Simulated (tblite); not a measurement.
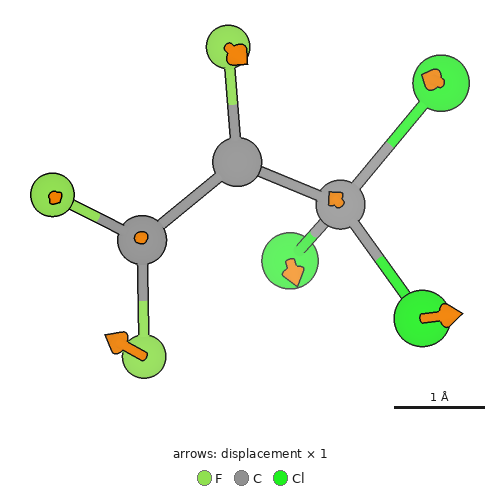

A relaxation of C$_{3}$Cl$_{3}$F$_{3}$ (charge −1, multiplicity 2). The starting structure is drawn; orange arrows show the displacements, at their true length. The two geometries are superimposed by the best rigid fit.

The picture is a ball-and-stick view, seen at a tilt.

Level of theory: GFN2-xTB geometry optimisation, gas phase in tblite 0.8.0. 

What happened in the run?

Answer. The energy falls by 139.8 kJ/mol in 57 geometry steps. An F atom moves most after the best rigid fit: 0.63 Å. By element the largest moves are F 0.63 Å, Cl 0.57 Å, C 0.24 Å. Among the contacts that change: C–Cl 1.791 → 2.427 Å, C–Cl 2.711 → 3.081 Å, Cl–Cl 2.895 → 3.238 Å, Cl–Cl 2.929 → 3.214 Å. Bonds break, among them: C–Cl (1.79 → 2.43 Å). Among the angles between lasting bonds that change: F–C–F 121.4° → 109.8°, C–C–F 119.5° → 126.6°, C–C–Cl 110.0° → 116.8°. Groups turn about C–C by about 25°. The run took 0.4 s on 1 thread of Arm Neoverse V2, with other jobs on the host.
